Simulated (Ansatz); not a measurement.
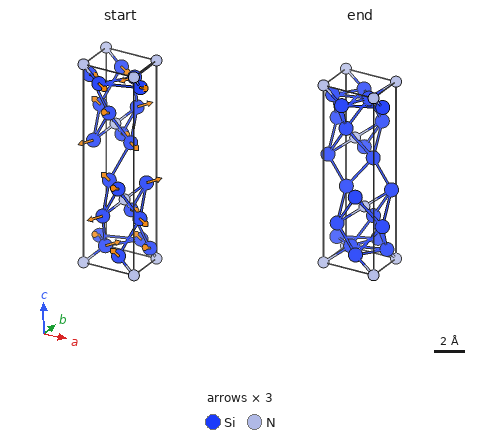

The structure of a crystal of Si₆N (a generated structure, set up in R-3) (coarse preliminary run) before (left) and after (right) a relaxation, at one scale. The orange arrows give the displacements (the part carried along by the change of the cell is left out), magnified 3 times.

Style: ball-and-stick. Shown: the conventional cell (3 times the calculation's cell), slightly off an axis. Lengths and directions refer to the drawn axes.

The calculation used DFT PBE, scalar-relativistic, plane waves, PAW in Ansatz.

The input:
```yaml
crystal:
  lattice:
    - [2.53076581, 1.46113832, 4.60272173]
    - [-2.53076581, 1.46113832, 4.60272173]
    - [0.0, -2.92227664, 4.60272173]
  atoms:
    - { symbol: Si, position: [0.77519365, 0.37630159, 0.08190048] }
    - { symbol: Si, position: [0.22480635, 0.62369841, 0.91809952] }
    - { symbol: Si, position: [0.37630159, 0.08190048, 0.77519365] }
    - { symbol: Si, position: [0.08190048, 0.77519365, 0.37630159] }
    - { symbol: Si, position: [0.62369841, 0.91809952, 0.22480635] }
    - { symbol: Si, position: [0.91809952, 0.22480635, 0.62369841] }
    - { symbol: "N", position: [0.0, 0.0, 0.0] }
basis:
  ecutwfc: 420
kpoints:
  mp_grid: { grid: [6, 6, 6] }
hamiltonian:
  xc: pbe
scf:
  occupations: { method: gaussian, width: 0.1 }
  lower_state_search: "off"
output:
  forces: true
  stress: true
  eigenvalues: true
relax:
  adjacent_minimum: "off"
  f_tol: 0.04
  max_steps: 70
  cell: { stress_tol: 0.4 }
```

Launched with:
```bash
ansatz run input.yaml --threads 1 --pin off --max-ram 2560MiB --backend cpu --events-out ev --progress --plain --runs-dir out
```

> Describe what moved and what it gained.

The energy falls by 3.525 eV per cell of the calculation in 7 accepted moves (9 points after the start). Largest force component: 2.4 eV/Å at the start, 0.0092 eV/Å at the end. The pressure goes from 10.54 to 0.02 GPa. At 2 points the geometry stayed and the basis and grid were re-selected for the new cell (energy shift of 3.7 meV per cell of the calculation at most each time). The largest moves relative to the cell, 0.38 Å, are those of Si1, Si2, Si3, Si4, Si5 and Si6. Si5 goes in a general direction near [−3 −2 0]. N stays in place. Cell: a = b 5.062 → 5.030 Å (−0.6 %), c 13.808 → 12.341 Å (−10.6 %). Volume −11.7 %. Some distances before and after: Si1–Si3 2.635 → 3.245 Å, Si1–Si5 3.021 → 2.564 Å, Si1–Si2 2.949 → 2.499 Å, Si1–Si3 (another image) 3.102 → 2.664 Å. Among the angles between lasting bonds that change: Si1–N7–Si5 89.9° → 82.5°, Si1–N7–Si3 90.1° → 97.5°. The space group stays R-3 (No. 148).
